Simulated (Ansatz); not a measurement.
# Run report: WH6ClO2F, frequency calculation

System: WH6ClO2F.
Method: RHF/def2-SVP (Ansatz 0.2.0).

It belongs to a series of runs on one base structure; here: vibrations at the highest image of the band. Figures and captions count atoms from 1; the log counts them from 0 in places.

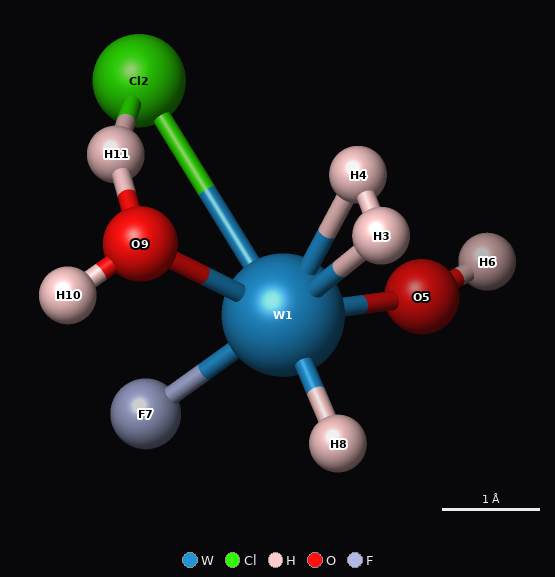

*The input geometry (ball-and-stick view, seen at a tilt; atoms are numbered from 1 in the order of the input). Sticks mark near contacts.*

Bond lengths as drawn: Cl–H 1.50 Å, Cl–W 3.00 Å, F–W 1.91 Å, H–H 0.80 Å, H–O 0.94 to 1.27 Å, H–W 1.68 to 1.92 Å and O–W 1.82 to 2.04 Å.

Input file:
```yaml
crystal:
  periodic: [false, false, false]
  atoms:
    - { symbol: W, position_ang: [-0.25107, -0.659237, 0.040354] }
    - { symbol: Cl, position_ang: [0.026522, -0.491689, 3.021256] }
    - { symbol: H, position_ang: [0.798087, 0.8901, -0.409081] }
    - { symbol: H, position_ang: [0.639687, 1.012553, 0.36682] }
    - { symbol: O, position_ang: [-1.745855, 0.361272, -0.113114] }
    - { symbol: H, position_ang: [-2.419871, 1.0043, 0.03508] }
    - { symbol: F, position_ang: [-0.584668, -2.524431, 0.281417] }
    - { symbol: H, position_ang: [0.009425, -0.879742, -1.604131] }
    - { symbol: O, position_ang: [1.539824, -1.127791, 0.889768] }
    - { symbol: H, position_ang: [1.914001, -1.994333, 0.779695] }
    - { symbol: H, position_ang: [1.094318, -0.911304, 2.057136] }
basis:
  gaussian: { orbitals: def2-SVP }
hamiltonian:
  xc: hf
phonons: {}
```

Hardware: 2 threads of Intel Xeon (Sapphire Rapids), 32 GiB of memory available, shared host.

Launch command:
```bash
ansatz run input.yaml --threads 2 --pin off --max-ram 3072MiB --backend cpu --events-out ev --progress --plain --runs-dir out
```

What the program printed:
```
Engine: ansatz 0.2.0, x86_64-unknown-linux-gnu
Functional definition: HF
  exchange = exact_x
  correlation = 0
1272 factors; integrals over basis functions are off by at most 3.7e-4 eV
mean field evaluation 1: about -21170.3831 eV, gradient 5.1e1 eV
mean field evaluation 2: about -21170.6190 eV, gradient 5.1e1 eV
mean field evaluation 4: about -21175.9684 eV, gradient 4.8e0 eV
mean field evaluation 8: about -21176.0958 eV, gradient 7.6e-1 eV
mean field -21176.10330333 eV, -778.2074427192 hartree, gradient 8.8e-5 eV, S^2 0.000000; 0 other end points of the search recorded, 0 dependent functions left out
the calculation of the forces begins
reference -21176.10330333 eV, -778.2074427192 hartree; 31, 31 occupied and 91, 91 virtual orbitals, 1272 factors
these checks for a lower state are left out or cut short: stability, starts, cluster_reference, orbital_swaps, neighbouring_geometries, increment
1272 factors; integrals over basis functions are off by at most 3.7e-4 eV
mean field evaluation 16: about -21175.7860 eV, gradient 3.2e0 eV
mean field -21176.10316562 eV, -778.2074376581 hartree, gradient 3.2e-6 eV, S^2 0.000000; 0 other end points of the search recorded, 0 dependent functions left out
[... from here on the field's lines of each further geometry are left out, up to the last ...]
the calculation of the forces begins
reference -21176.10330822 eV, -778.2074428987 hartree; 31, 31 occupied and 91, 91 virtual orbitals, 1272 factors
these checks for a lower state are left out or cut short: stability, starts, cluster_reference, orbital_swaps, neighbouring_geometries, increment
1272 factors; integrals over basis functions are off by at most 3.7e-4 eV
mean field -21176.10330854 eV, -778.2074429106 hartree, gradient 2.6e-6 eV, S^2 0.000000; 0 other end points of the search recorded, 0 dependent functions left out
the calculation of the forces begins
reference -21176.10330854 eV, -778.2074429106 hartree; 31, 31 occupied and 91, 91 virtual orbitals, 1272 factors
WARN: phonons: modes at or below zero, which the zero-point energy, F, S and C_V leave out: 1, the lowest at -1288.21 cm⁻¹. A minimum has none, and a first-order saddle one
Total energy: -21176.10330333 eV, -778.2074427192 hartree
Atom 0 at    -0.251070    -0.659237     0.040354 Å, force    -0.000062    -0.000282    -0.000023 eV/Å
Atom 1 at     0.026522    -0.491689     3.021256 Å, force     0.000035     0.000000     0.000026 eV/Å
Atom 2 at     0.798087     0.890100    -0.409081 Å, force     0.000017     0.000088     0.000150 eV/Å
Atom 3 at     0.639687     1.012553     0.366820 Å, force     0.000064     0.000065    -0.000124 eV/Å
Atom 4 at    -1.745855     0.361272    -0.113114 Å, force     0.000023     0.000002     0.000138 eV/Å
Atom 5 at    -2.419871     1.004300     0.035080 Å, force    -0.000012     0.000017    -0.000115 eV/Å
Atom 6 at    -0.584668    -2.524431     0.281417 Å, force    -0.000014     0.000076    -0.000002 eV/Å
Atom 7 at     0.009425    -0.879742    -1.604131 Å, force     0.000016     0.000003     0.000024 eV/Å
Atom 8 at     1.539824    -1.127791     0.889768 Å, force    -0.000102    -0.000017     0.000040 eV/Å
Atom 9 at     1.914001    -1.994333     0.779695 Å, force     0.000063     0.000037    -0.000040 eV/Å
Atom 10 at     1.094318    -0.911304     2.057136 Å, force    -0.000029     0.000010    -0.000073 eV/Å
Dipole moment:     0.089979     0.673857    -0.488891 e Å
Vibrations: -1288.21 83.07 99.43 143.37 167.66 219.48 412.36 427.42 449.09 521.72 538.62 560.60 632.25 656.37 714.67 752.55 814.49 827.01 856.81 965.98 1148.18 1509.14 1679.05 2162.04 3656.49 4123.12 4240.19 cm⁻¹, zero-point energy 1.758168 eV
```

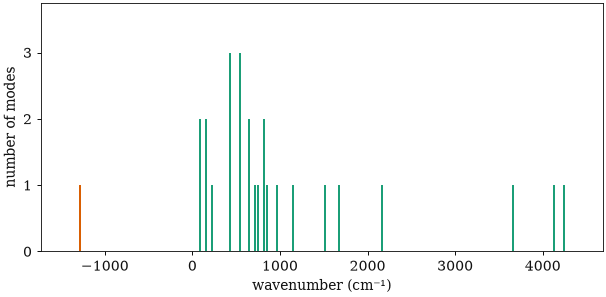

*Harmonic vibrational wavenumbers from the force constants; neighbouring modes closer than 25 cm⁻¹ are counted in one stick, and imaginary ones are drawn at negative wavenumbers.*

27 modes from 1288i to 4240 cm⁻¹, 1 imaginary beyond 8i (1288i cm⁻¹): a first-order saddle point, if the geometry is stationary.

Key numbers:

| quantity | value |
| --- | --- |
| outcome | converged |
| total energy | −21176.1033 eV |
| mean-field energy | −21176.1033 eV |
| largest force (length of the vector) | under 0.001 eV/Å |
| wall time | 1.9 min (CPU time 3.5 min) |
| peak memory | 0.3 GiB |
